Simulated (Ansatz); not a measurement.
**A hypothetical structure for CaFeHIr**

Starting from a made-up structure for CaFeHIr, the aim is the relaxed cell, its shortest contacts and, where a second run follows, its electronic structure.

Method: DFT, PBEsol, plane-wave PAW, default files, scalar-relativistic, ferromagnetic start, cell and ions relaxed at zero pressure, in the first sound run; inputs show where later runs differ, in Ansatz 0.2.0.

**1. Set-up**

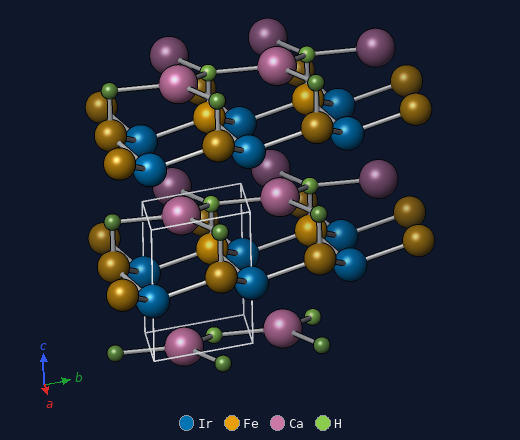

Start, viewed slightly off an axis; iridium blue, iron orange, calcium pink, hydrogen green. 1×2×2 cells are drawn. Some periodic images of atoms are drawn too.

**2. Relaxing cell and atoms**

The guess takes its coordinates from another compound and its volume from a rule, so the cell and any free coordinates are relaxed together.

File input.yaml:

```yaml
crystal:
  lattice:
    - [4.051, 0.0, 0.0]
    - [-2.0255, 3.508268911, 0.0]
    - [0.0, 0.0, 4.579]
  atoms:
    - { symbol: Ir, position: [0.0, 0.0, 0.4581], spin: 0.6 }
    - { symbol: Fe, position: [0.333333333, 0.666666667, 0.6216], spin: 3.0 }
    - { symbol: Ca, position: [0.666666667, 0.333333333, 0.9929] }
    - { symbol: H, position: [0.333333333, 0.666666667, 0.9625] }
magnetization:
  spin_polarized: true
kpoints:
  mp_grid: { grid: [8, 8, 6] }
scf:
  occupations: { method: fermi_dirac, width: 0.05 }
hamiltonian:
  xc: pbesol
  pseudopotentials: { kind: paw }
relax:
  f_tol: 0.015
  max_steps: 70
  cell: {}
output:
  forces: true
  stress: true
```

Launch:

```bash
ansatz run input.yaml --threads 4 --pin off --max-ram 8192MiB --backend cpu --events-out ev --progress --plain --runs-dir out
```

Numbers of over 12 decimals in the logs are rounded to 6 here.

Log:

```text
Engine: ansatz 0.2.0, aarch64-unknown-linux-gnu
Pseudopotentials: kind: paw
Pseudopotential: Ir, paw, valence charge 17, recommended cutoff 420 eV (normal), Ir.paw.azcp
Pseudopotential: Fe, paw, valence charge 16, recommended cutoff 420 eV (normal), Fe.paw.azcp
Pseudopotential: Ca, paw, valence charge 10, recommended cutoff 420 eV (normal), Ca.paw.azcp
Pseudopotential: H, paw, valence charge 1, recommended cutoff 420 eV (normal), H.paw.azcp
Functional definition: PBEsol
  exchange = pbesol_x
  correlation = pbesol_c
Crystal: 4 atoms, lattice volume = 65.077 Å³
Basis set: ecut = 420 eV, 1287 PW (Γ), exchange–correlation on 60×60×64 points (8 copies of the dense FFT grid, shifted against one another)
Bands: 29, of which v1, the nominal top of the filled ones, is band 22 counted from 1 (21 counted from 0)
Symmetry: 6 space group operations
Space group: P3m1 (ITA 156), of the structure as read, at distance tolerance 4.0e-5 Å
Magnetic group: BNS 156.49 (UNI 1279), of the structure as read, at distance tolerance 4.0e-5 Å
k-points: 50 of 384 (time reversal used)
Non-local potential: Ir, projectors of the file, l = 0: 3, l = 1: 2, l = 2: 2, l = 3: 1
Non-local potential: Fe, projectors of the file, l = 0: 3, l = 1: 2, l = 2: 3, l = 3: 1
Non-local potential: Ca, projectors of the file, l = 0: 3, l = 1: 2, l = 2: 2
Non-local potential: H, projectors of the file, l = 0: 2, l = 1: 1
PAW form: soft (Blöchl's): semilocal exchange-correlation on the pseudo side does not see the compensation charge
PAW frozen core: Ir, regenerated for the run's functional, and the local potential with it (the file was generated under x = pbe(κ = 0.804, μ = 0.219515), c = pbe(β = 0.066725))
PAW frozen core: Fe, regenerated for the run's functional, and the local potential with it (the file was generated under x = pbe(κ = 0.804, μ = 0.219515), c = pbe(β = 0.066725))
PAW frozen core: Ca, regenerated for the run's functional, and the local potential with it (the file was generated under x = pbe(κ = 0.804, μ = 0.219515), c = pbe(β = 0.066725))
PAW one-centre angular grid: Ir, 590 points (default); XC on 64 Gauss nodes
PAW one-centre angular grid: Fe, 590 points (default); XC on 64 Gauss nodes
PAW one-centre angular grid: Ca, 110 points (default); XC on 64 Gauss nodes
PAW one-centre angular grid: H, 110 points (default); XC on 64 Gauss nodes
Initial density: superposition of atomic densities (chi_scale 0.1, normalization cell, long waves kept (reshape's long-wave potential 0.00 eV rms))
Starting moments: Σ|m| = 3.6 μB on 2 of 4 sites
Initial wavefunctions: pseudopotential atomic-orbital guess
Functional: x = pbesol(κ = 0.804, μ = 0.123457), c = pbesol(β = 0.046)
SCF iter   1: F=—  HF=-18058.445636 eV  |F-HF|=—  |Δ(HF+E_count)|=         —  Δρ=5.45e-2 (↑5.45e-2 ↓4.78e-2)  dr2=1.13e1  dr2_m=9.56e-2  M=2.973 μB ∫|m|=3.203 μB  β_m=0.30  ethr=3.10e-3  ⟨swp⟩=7.6  Hψ=14011  notcnv=0
Mixer restart at iter 1: flushing history
preconditioner: auto → Kerker (q_TF=auto, 2.556 Å⁻¹)  [metal: Δε(μ)=0.004 eV  Ē_g=4.768 eV  σ=0.050 eV  W_gap=0.02  n_scr=20 (ndim 8)  ℏωp=20.6 eV  f_vac=0.000  D(μ)=4.74/eV (n_scr^D=58)]
spin=Collinear: Kerker preconditioning applied to the charge; magnetization (m = ρ↑ − ρ↓) channel mixes plain (no charge-response kernel on spin).
SCF iter   2: F=—  HF=-18056.484604 eV  |F-HF|=—  |Δ(HF+E_count)|=    1.96e0  Δρ=2.91e-2 (↑2.75e-2 ↓2.91e-2)  dr2=4.13e0  dr2_m=4.12e-2  M=3.032 μB ∫|m|=3.219 μB  β_m=0.46  ethr=3.10e-3  ⟨swp⟩=2.2  Hψ=5160  notcnv=0  defer=103
SCF iter   3: F=—  HF=-18055.983359 eV  |F-HF|=—  |Δ(HF+E_count)|=   5.01e-1  Δρ=1.51e-2 (↑1.51e-2 ↓1.02e-2)  dr2=3.51e-1  dr2_m=3.99e-2  M=2.974 μB ∫|m|=3.168 μB  β_m=0.47  ethr=3.10e-3  ⟨swp⟩=2.7  Hψ=5341  notcnv=0  defer=105
SCF iter   4: F=—  HF=-18056.180378 eV  |F-HF|=—  |Δ(HF+E_count)|=   1.97e-1  Δρ=1.07e-2 (↑7.27e-3 ↓1.07e-2)  dr2=2.01e-1  dr2_m=2.00e-2  M=2.944 μB ∫|m|=3.140 μB  β_m=0.74  ethr=7.98e-4  ⟨swp⟩=2.2  Hψ=4276  notcnv=0  defer=100
SCF iter   5: F=—  HF=-18056.411199 eV  |F-HF|=—  |Δ(HF+E_count)|=         —  Δρ=1.79e-2 (↑1.79e-2 ↓1.61e-2)  dr2=3.54e-2  dr2_m=1.64e-1  M=2.500 μB ∫|m|=2.722 μB  β_m=0.74  ethr=4.58e-4  ⟨swp⟩=2.0  Hψ=4486  notcnv=0  defer=100
Mixer restart at iter 5: flushing history
SCF iter   6: F=—  HF=-18056.410336 eV  |F-HF|=—  |Δ(HF+E_count)|=   8.63e-4  Δρ=1.09e-2 (↑6.93e-3 ↓1.09e-2)  dr2=3.14e-2  dr2_m=4.55e-2  M=2.397 μB ∫|m|=2.616 μB  β_m=0.87  ethr=8.04e-5  ⟨swp⟩=2.0  Hψ=4869  notcnv=0  defer=99
SCF iter   7: F=—  HF=-18056.443528 eV  |F-HF|=—  |Δ(HF+E_count)|=   3.32e-2  Δρ=1.75e-2 (↑1.75e-2 ↓3.14e-3)  dr2=1.47e-1  dr2_m=4.08e-2  M=2.229 μB ∫|m|=2.446 μB  β_m=0.62  ethr=7.13e-5  ⟨swp⟩=3.1  Hψ=6250  notcnv=0  defer=80  recentre
SCF iter   8: F=—  HF=-18056.410720 eV  |F-HF|=—  |Δ(HF+E_count)|=   3.28e-2  Δρ=2.31e-3 (↑1.69e-3 ↓2.31e-3)  dr2=1.85e-3  dr2_m=2.21e-3  M=2.239 μB ∫|m|=2.451 μB  β_m=0.74  ethr=7.13e-5  ⟨swp⟩=2.1  Hψ=6150  notcnv=0  defer=84
SCF iter   9: F=—  HF=-18056.410413 eV  |F-HF|=—  |Δ(HF+E_count)|=   3.07e-4  Δρ=7.44e-4 (↑7.44e-4 ↓3.41e-4)  dr2=5.42e-4  dr2_m=3.73e-5  M=2.201 μB ∫|m|=2.408 μB  β_m=0.87  ethr=4.20e-6  ⟨swp⟩=1.9  Hψ=3920  notcnv=0  defer=82
SCF iter  10: F=—  HF=-18056.410570 eV  |F-HF|=—  |Δ(HF+E_count)|=   1.57e-4  Δρ=2.89e-4 (↑2.89e-4 ↓6.91e-5)  dr2=4.99e-5  dr2_m=1.29e-5  M=2.203 μB ∫|m|=2.408 μB  β_m=0.88  ethr=1.23e-6  ⟨swp⟩=2.0  Hψ=3643  notcnv=0  defer=82
SCF iter  11: F=—  HF=-18056.410552 eV  |F-HF|=—  |Δ(HF+E_count)|=   1.82e-5  Δρ=8.28e-5 (↑2.99e-5 ↓8.28e-5)  dr2=6.18e-6  dr2_m=6.88e-7  M=2.202 μB ∫|m|=2.407 μB  β_m=0.94  ethr=1.13e-7  ⟨swp⟩=2.0  Hψ=4427  notcnv=0  defer=82
SCF iter  12: F=—  HF=-18056.410552 eV  |F-HF|=—  |Δ(HF+E_count)|=   8.96e-8  Δρ=6.82e-6 (↑6.60e-6 ↓6.82e-6)  dr2=1.65e-7  dr2_m=4.90e-9  M=2.200 μB ∫|m|=2.405 μB  β_m=0.96  ethr=1.40e-8  ⟨swp⟩=2.0  Hψ=3616  notcnv=0  defer=82
SCF iter  13: F=—  HF=-18056.410552 eV  |F-HF|=—  |Δ(HF+E_count)|=   1.03e-8  Δρ=1.04e-5 (↑2.90e-6 ↓1.04e-5)  dr2=8.65e-8  dr2_m=1.83e-8  M=2.200 μB ∫|m|=2.405 μB  β_m=0.98  ethr=3.76e-10  ⟨swp⟩=2.1  Hψ=3983  notcnv=0  defer=82
SCF iter  14: F=—  HF=-18056.410552 eV  |F-HF|=—  |Δ(HF+E_count)|=   4.02e-9  Δρ=2.92e-6 (↑2.11e-6 ↓2.92e-6)  dr2=1.81e-8  dr2_m=1.57e-10  M=2.200 μB ∫|m|=2.405 μB  β_m=0.99  ethr=1.97e-10  ⟨swp⟩=2.0  Hψ=3900  notcnv=0  defer=82
SCF iter  15: F=-18056.410552 eV  HF=-18056.410552 eV  |F-HF|=5.12e-8  |Δ(HF+E_count)|=   4.09e-9  Δρ=6.12e-6 (↑2.26e-6 ↓6.12e-6)  dr2=5.41e-8  dr2_m=2.49e-9  M=2.200 μB ∫|m|=2.405 μB  ethr=4.10e-11  ⟨swp⟩=1.7  Hψ=6977  notcnv=0
[...]
relax step   5: F+E_penalty+E_count = -18057.32022867 eV  Δ(F+E_penalty+E_count) = -8.616e-3 eV  max|allowed force component| = 2.770e-1 eV/Å  Δτ_max = 0.0376 Å  P = +0.107 GPa  Ω = 60.550 Å³  energy of the carried Pulay correction = +1.737e-3 eV  (11 SCF iters, dr2 threshold 4.00e-7 eV, accepted)
[...]
relax step   6: F+E_penalty+E_count = -18057.32329356 eV  Δ(F+E_penalty+E_count) = -3.065e-3 eV  max|allowed force component| = 2.050e-2 eV/Å  Δτ_max = 0.0147 Å  P = -0.095 GPa  Ω = 60.511 Å³  energy of the carried Pulay correction = +1.752e-3 eV  (10 SCF iters, dr2 threshold 4.00e-7 eV, accepted)
[...]
relax step   7: F+E_penalty+E_count = -18057.32350937 eV  Δ(F+E_penalty+E_count) = -2.158e-4 eV  max|allowed force component| = 7.070e-3 eV/Å  Δτ_max = 0.0026 Å  P = -0.083 GPa  Ω = 60.514 Å³  energy of the carried Pulay correction = +1.751e-3 eV  (7 SCF iters, dr2 threshold 1.47e-7 eV, accepted)
[...]
relax step   8: F+E_penalty+E_count = -18057.32368381 eV  Δ(F+E_penalty+E_count) = -1.744e-4 eV  max|allowed force component| = 4.415e-3 eV/Å  Δτ_max = 0.0027 Å  P = +0.011 GPa  Ω = 60.540 Å³  energy of the carried Pulay correction = +1.741e-3 eV  (10 SCF iters, dr2 threshold 9.64e-8 eV, accepted)
Basis set: ecut = 420 eV, 1191 PW (Γ), exchange–correlation on 54×54×64 points (8 copies of the dense FFT grid, shifted against one another)
Initial wavefunctions: pseudopotential atomic-orbital guess (no wavefunctions were taken with the density)
iter 1 solved again at ethr=2.05e-6 eV; its pass at ethr=3.10e-3 eV (dr2=9.01e-4 eV) is discarded
SCF iter   1: F=—  HF=-18057.321925 eV  |F-HF|=—  |Δ(HF+E_count)|=         —  Δρ=1.03e-4 (↑1.03e-4 ↓8.50e-5)  dr2=7.56e-6  dr2_m=2.11e-7  M=1.263 μB ∫|m|=1.491 μB  β_m=0.65  ethr=2.05e-6  ⟨swp⟩=2.4  Hψ=19272  notcnv=0
SCF iter   2: F=—  HF=-18057.321922 eV  |F-HF|=—  |Δ(HF+E_count)|=   3.02e-6  Δρ=6.13e-5 (↑6.13e-5 ↓5.38e-5)  dr2=7.76e-6  dr2_m=2.43e-8  M=1.263 μB ∫|m|=1.491 μB  β_m=0.35  ethr=1.72e-8  ⟨swp⟩=2.1  Hψ=5168  notcnv=0
SCF iter   3: F=—  HF=-18057.321923 eV  |F-HF|=—  |Δ(HF+E_count)|=   9.94e-7  Δρ=3.44e-5 (↑3.44e-5 ↓3.28e-5)  dr2=4.49e-7  dr2_m=1.01e-8  M=1.263 μB ∫|m|=1.491 μB  β_m=0.52  ethr=1.72e-8  ⟨swp⟩=2.0  Hψ=3914  notcnv=0
SCF iter   4: F=—  HF=-18057.321925 eV  |F-HF|=—  |Δ(HF+E_count)|=   2.10e-6  Δρ=1.88e-5 (↑1.88e-5 ↓8.18e-6)  dr2=2.09e-7  dr2_m=3.68e-8  M=1.263 μB ∫|m|=1.491 μB  β_m=0.48  ethr=1.02e-9  ⟨swp⟩=2.0  Hψ=3928  notcnv=0
SCF iter   5: F=—  HF=-18057.321925 eV  |F-HF|=—  |Δ(HF+E_count)|=   4.00e-7  Δρ=8.49e-6 (↑8.49e-6 ↓4.83e-6)  dr2=3.47e-8  dr2_m=1.93e-8  M=1.263 μB ∫|m|=1.491 μB  β_m=0.74  ethr=4.74e-10  ⟨swp⟩=2.0  Hψ=4923  notcnv=0
SCF iter   6: F=—  HF=-18057.321926 eV  |F-HF|=—  |Δ(HF+E_count)|=   3.10e-7  Δρ=3.01e-6 (↑3.01e-6 ↓9.81e-7)  dr2=5.93e-9  dr2_m=1.28e-9  M=1.263 μB ∫|m|=1.491 μB  β_m=0.72  ethr=7.89e-11  ⟨swp⟩=2.8  Hψ=5139  notcnv=0
SCF iter   7: F=—  HF=-18057.321926 eV  |F-HF|=—  |Δ(HF+E_count)|=   3.21e-9  Δρ=4.74e-7 (↑4.61e-7 ↓4.74e-7)  dr2=6.20e-10  dr2_m=1.66e-11  M=1.263 μB ∫|m|=1.490 μB  β_m=0.67  ethr=1.35e-11  ⟨swp⟩=2.2  Hψ=4902  notcnv=0
SCF iter   8: F=—  HF=-18057.321926 eV  |F-HF|=—  |Δ(HF+E_count)|=  6.18e-11  Δρ=3.09e-7 (↑1.72e-7 ↓3.09e-7)  dr2=1.94e-10  dr2_m=9.76e-12  M=1.263 μB ∫|m|=1.490 μB  β_m=0.61  ethr=1.41e-12  ⟨swp⟩=2.0  Hψ=4006  notcnv=0
SCF iter   9: F=—  HF=-18057.321926 eV  |F-HF|=—  |Δ(HF+E_count)|=  1.75e-10  Δρ=2.04e-7 (↑1.36e-7 ↓2.04e-7)  dr2=6.38e-11  dr2_m=4.74e-12  M=1.263 μB ∫|m|=1.490 μB  β_m=0.78  ethr=1.00e-12  ⟨swp⟩=2.0  Hψ=3748  notcnv=0
SCF iter  10: F=—  HF=-18057.321926 eV  |F-HF|=—  |Δ(HF+E_count)|=  2.11e-10  Δρ=1.58e-7 (↑1.20e-7 ↓1.58e-7)  dr2=4.96e-11  dr2_m=1.17e-12  M=1.263 μB ∫|m|=1.490 μB  β_m=0.89  ethr=1.00e-12  ⟨swp⟩=2.0  Hψ=3785  notcnv=0
SCF iter  11: F=—  HF=-18057.321926 eV  |F-HF|=—  |Δ(HF+E_count)|=  1.82e-10  Δρ=3.87e-8 (↑3.21e-8 ↓3.87e-8)  dr2=4.81e-12  dr2_m=6.33e-14  M=1.263 μB ∫|m|=1.490 μB  β_m=0.76  ethr=1.00e-12  ⟨swp⟩=2.0  Hψ=3922  notcnv=0
SCF iter  12: F=-18057.321926 eV  HF=-18057.321926 eV  |F-HF|=1.82e-11  |Δ(HF+E_count)|=    0.00e0  Δρ=9.62e-8 (↑9.26e-8 ↓9.62e-8)  dr2=2.56e-11  dr2_m=9.08e-14  M=1.263 μB ∫|m|=1.490 μB  ethr=1.00e-12  ⟨swp⟩=2.5  Hψ=7839  notcnv=0
SCF 9 converged in 12 iterations: F = -18057.321926 eV  dr2 = 2.56e-11
relax step   9: F+E_penalty+E_count = -18057.32192573 eV  Δ(F+E_penalty+E_count) = +1.758e-3 eV  max|allowed force component| = 4.117e-3 eV/Å  Δτ_max = 0.0000 Å  P = +0.012 GPa  Ω = 60.540 Å³  stress off target by 2.43e-2 GPa  SCF on the basis re-selected at this cell (its energy is not comparable with the rows above)  (12 SCF iters)
basis re-selected at this cell: Δ(F+E_penalty+E_count) = +1.758e-3 eV, ΔP = +0.002 GPa vs the last step (what re-selecting the basis moved, of the pressure what is left beyond the Pulay correction that the steps carried, after the strain that the cell walked since its last selection, with what the two solves' SCF thresholds leave and, on support functions, any second-order correction that the steps lacked; it is no measure of the basis error at this ecutwfc). The dense FFT grid was sized anew with the basis: this SCF ran on 27×27×32 points, the steps before it on 30×30×32, so part of this shift can come from that change (see relax.cell in the input reference). [rest of the remark cut]
SCF converged after 12 iterations
Magnetization: 1.2625 μB (22.6313 up, 21.3687 down)
Absolute magnetization: 1.4908 μB (∫|ρ↑−ρ↓|, with the PAW one-centre terms)
Spin contamination: 0.0518 ħ² per cell (⟨S²⟩ above its minimum at these occupations)
Per-site moments (μB) at R_I (Å): [(0.247297, 0.940846), (0.848272, 0.632264), (-0.010829, 0.962090), (-0.012493, 0.632264)]
Free energy (F): -18057.321926 eV
Harris-Foulkes:  -18057.321926 eV  (|F-HF|=1.82e-11)
Internal energy: -18057.303536 eV  (E = F + TS)
E sigma→0 (E₀):  -18057.312731 eV
Entropy (-TS):   -0.018390 eV (-4.597 meV/atom)
Fermi energy:    12.415606 eV
--- Per-component energies (eV) ---
  E_band       = -685.866767
  E_kinetic    = 1268.202141
  E_local      = -5705.256584  (includes V_loc(G=0)·N_el)
  E_nonlocal   = 361.401191
  E_hartree    = 2309.827972
  E_xc         = -527.819847
  E_vxc        = -632.395324  (∫ρ·V_xc dr)
  E_paw        = -11260.575760  (= ΣΔE_a)
  E_vpaw       = -597.474085  (= ΣTr[D̂ρ^β])
  E_aug_tail   = -0.000453  (compensation charges beyond the density's cutoff)
  E_ewald      = -4503.645478
  E_core_change = 0.563281  (= ΣΔE_core)
  E_smearing   = -0.018390  (= −TS)
  E_closure    = -0.000000  (closes the sum)
  Σ components = -18057.321926   (vs F -18057.321926, Δ=0.00e0)
--- Forces (eV/Å), atoms counted from 1 ---
  atom   1  Ir     0.00000000     0.00000000    -0.00295105
  atom   2  Fe    -0.00000000     0.00000000     0.00411796
  atom   3  Ca     0.00000000    -0.00000000     0.00016796
  atom   4  H      0.00000000    -0.00000000    -0.00133293
  max |Σ_I F_I| component: 1.94e-6 eV/Å
--- Stress (GPa, compression-positive) ---
        0.024313      -0.000000      -0.000000
       -0.000000       0.024313       0.000000
       -0.000000       0.000000      -0.011446
  P = ⅓ Tr σ = 0.0124 GPa (0.124 kbar)
--- Relaxed structure (8 steps of the walk, 8 accepted, 1 SCFs on fresh bases) ---
  F+E_penalty+E_count = -18057.32192573 eV   max|allowed force component| = 4.117e-3 eV/Å   (the final SCF, on the basis selected at the relaxed cell)
  cell:  # Å, volume = 60.5403 Å³
    - [3.918046, 0, -1.1489954958577872e-17]
    - [-1.959023, 3.393127, 5.744977479288936e-18]
    - [-1.2987534868750738e-17, 0, 4.553811]
  atoms:
    - { symbol: Ir, position: [-2.3311780580754727e-17, -9.251858542851202e-18, 0.511216] }
    - { symbol: Fe, position: [0.333333, 0.666667, 0.575316] }
    - { symbol: Ca, position: [0.666667, 0.333333, 1.036664] }
    - { symbol: H, position: [0.333333, 0.666667, 0.911904] }
```

Wall time 40 s (4 threads of Arm Neoverse V2, shared host); peak memory 0.54 GiB; 2.5 min of CPU time.

Step by step:

```
step  energy less that of the first step (eV)  largest force component (eV/Å)  pressure (GPa)  volume (Å³)
   1                                   0.0000                          2.7229           -8.81        65.08
   2                                  -0.8395                          0.5927           -2.79        60.25
   3                                  -0.8823                          0.6968            0.89        60.40
   4                                  -0.9011                          0.3205            0.11        60.13
   5                                  -0.9097                          0.2770            0.11        60.55
   6                                  -0.9127                          0.0205           -0.10        60.51
   7                                  -0.9130                          0.0071           -0.08        60.51
   8                                  -0.9131                          0.0044            0.01        60.54
  9*                                  -0.9114                          0.0041            0.01        60.54
```

Relaxation steps marked * repeat the geometry before them on a plane-wave basis chosen anew for their cell, so energy and pressure can jump there.

Forces are held to the 6 operations that the run works with; a distortion that breaks them can't arise in this run.

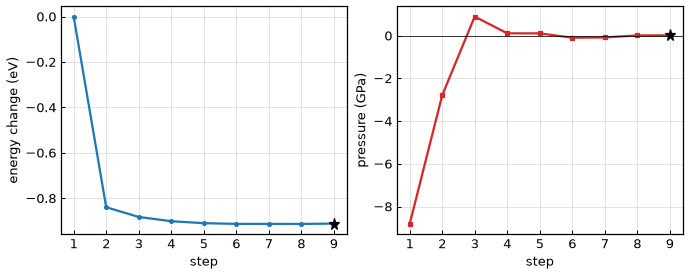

Energy and pressure along the relaxation. Stars mark steps on a basis chosen anew.

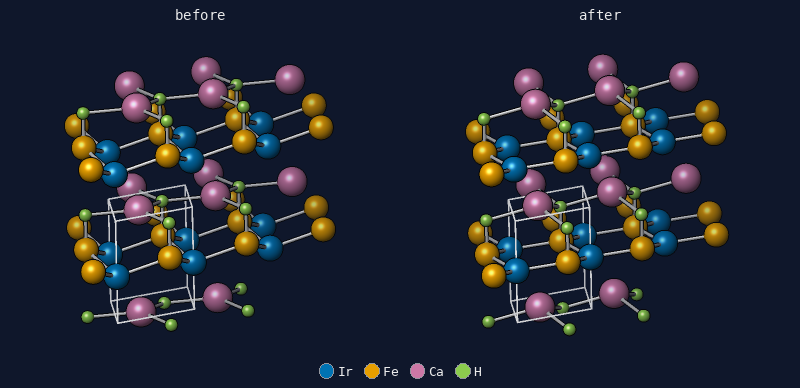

The structure before and after the relaxation, drawn at the same scale.

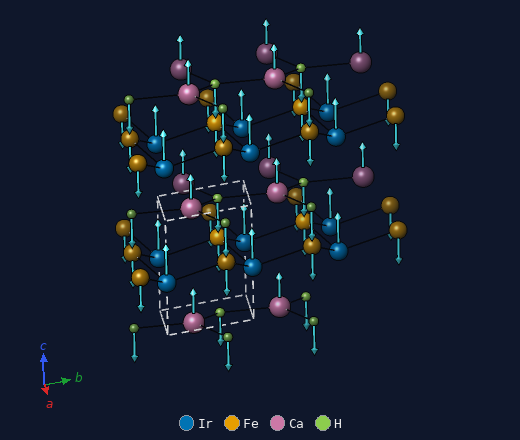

Displacements in the relaxation, exaggerated, measured against the changing cell; the longest in the cell stands for 0.24 Å. 1×2×2 cells are drawn. Some periodic images of atoms are drawn too.

```
conventional cell, symmetrised  before  after  change
                         a (Å)   4.051  3.918  -3.3 %
                         b (Å)   4.051  3.918  -3.3 %
                         c (Å)   4.579  4.554  -0.6 %
              volume (Å³/atom)   16.27  15.14  -7.0 %
```

The atoms that moved most (Å, as changes of fractional coordinates times the final cell):

```
atom     dx     dy      dz  length
 Ir1  0.000  0.000   0.242   0.242
  H4  0.000  0.000  -0.230   0.230
 Fe2  0.000  0.000  -0.211   0.211
 Ca3  0.000  0.000   0.199   0.199
```

Numbers from this step:

| Property | Result |
| --- | --- |
| free energy | -18057.3219 eV |
| energy at zero smearing | -18057.3127 eV |
| smearing term TS | 0.01839 eV |
| Fermi energy | 12.42 eV |
| magnetization | 1.263 μB |
| absolute magnetization | 1.491 μB |
| site moments | 0.2473, 0.8483, -0.01083, -0.01249 μB |
| electrons | 44 |
| symmetry operations | 6 |
| pressure | 0.01239 GPa |

Site moment by atom:

```
atom  site moment (μB)
 Ir1             0.247
 Fe2             0.848
 Ca3            -0.011
  H4            -0.012
```

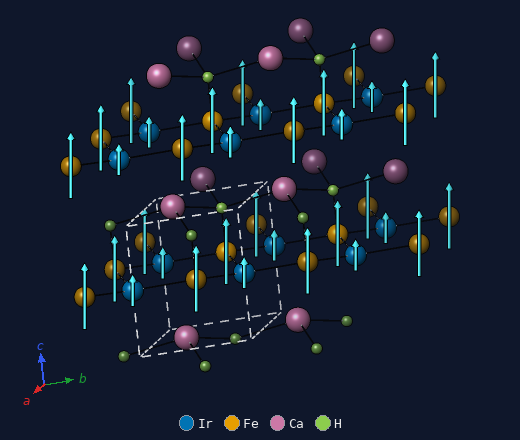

Site moment as arrows, the longest 0.848 μB. Up and down stand for the sign. Arrows give size and sign along the axis of quantisation, drawn up and down the page. Each arrow also spans its atom, so small moments look longer than they are. 1×2×2 cells are drawn. Some periodic images of atoms are drawn too.

Shortest distances by pair of elements, guess and relaxed (not always the same contact):

```
 pair  guess (Å)  relaxed (Å)
 Fe–H      1.561        1.533
Fe–Ir      2.456        2.281
 Ca–H      2.343        2.332
 H–Ir      3.259        2.906
Ca–Fe      2.892        3.087
```

The relaxation ends with a largest force component of 0.0041 eV/Å and a pressure of 0.01 GPa.

(Continued in part 2 of 2.)

[Logs are printed without paths, hosts, clocks, repeated set-up lines and the standing remarks that a program may print on its own settings, such as how far it seeks lower states.]

[Hosts, paths, dates, database ids (printed as entryN), source tags and the programs' standing remarks are cut or masked in the printed files.]
